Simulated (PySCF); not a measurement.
**AsF₄⁺: singlet, from a tetrahedral start**

Aim: relax AsF₄⁺ as a singlet from a hand-made tetrahedral geometry, check by its vibrations whether the end is a minimum, and collect its spectrum and constants.

Method: PBE0, basis As def2-TZVP, F def2-TZVP, no relativity, density fitting; program: PySCF 2.14.0.

## 1. Starting geometry

5 atoms, charge 1, spin multiplicity 1.

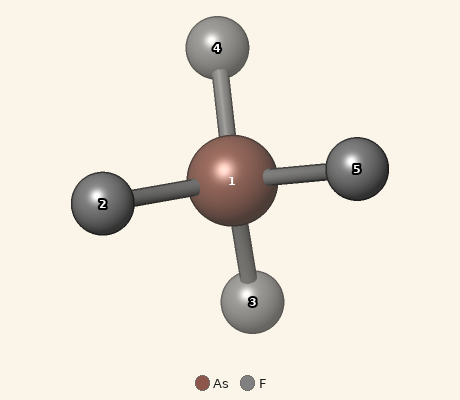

Start geometry, drawn with arsenic brown, fluorine grey; atoms are numbered from 1 in the order of the file.

Coordinates in bohr (charge 1 multiplicity 1):
```
As    0.0000    0.0000    0.0000
F     2.7974   -0.0001    1.9780
F    -2.7974    0.0000    1.9780
F     0.0001    2.7974   -1.9780
F    -0.0001   -2.7973   -1.9781
```

## 2. Relaxing the singlet from the tetrahedral start

The steps below are one call of a driver around PySCF. For each, scf.py gives the equivalent set-up of the SCF; relaxations use the driver's own optimiser. Before each start the driver seeks the lowest SCF state from one or more starting densities and follows internal instabilities, so scf.py alone need not reach the same state.

The program finds Td symmetry in the start, which this walk keeps. Threshold on the gradient: 0.0003 Eh/bohr, with a further test on the energy change.

The input, scf.py:

```python
from pyscf import gto, scf, dft
mol = gto.M(atom='''
As     0.000000    -0.000000    -0.000000
F      1.480305    -0.000063     1.046734
F     -1.480305    -0.000000     1.046734
F      0.000032     1.480337    -1.046689
F     -0.000032    -1.480274    -1.046779''',
    basis={'As': 'def2-TZVP', 'F': 'def2-TZVP'},
    charge=1, spin=0)
mf = dft.RKS(mol, xc='PBE0')
mf.grids.atom_grid = (50, 194)
aux = {'As': 'def2-universal-JKFIT', 'F': 'def2-universal-JKFIT'}
mf = mf.density_fit(auxbasis=aux)
mf.kernel()
```

The runs that follow: Vibrations and properties at this point.

What does the calculation give? Wanted: minimum; geometry; wavenumbers; dipole moment; highest occupied, lowest empty level; polar-tensor charge of As1; zero-point energy.

As calculated:

```
                            quantity                                  value
                             minimum                            singlet, Td
                            geometry  As–F 1.631 Å (×4); F–As–F 109.5° (×6)
                  wavenumbers (cm⁻¹)  229 (e), 299 (t2), 805 (a1), 910 (t2)
      dipole moment (centre of mass)                                 0.00 D
highest occupied, lowest empty level                      -20.59, -10.01 eV
          polar-tensor charge of As1                                +2.64 e
                   zero-point energy                            29.2 kJ/mol
                 entropy at 298.15 K                        296.6 J/(mol K)
```

In words: The molecule stays Td, as typed, and the end point is a minimum. The strongest infrared band lies at 910 cm⁻¹ (t2, stretch). Other starts or spin states, not run here, may lie lower.
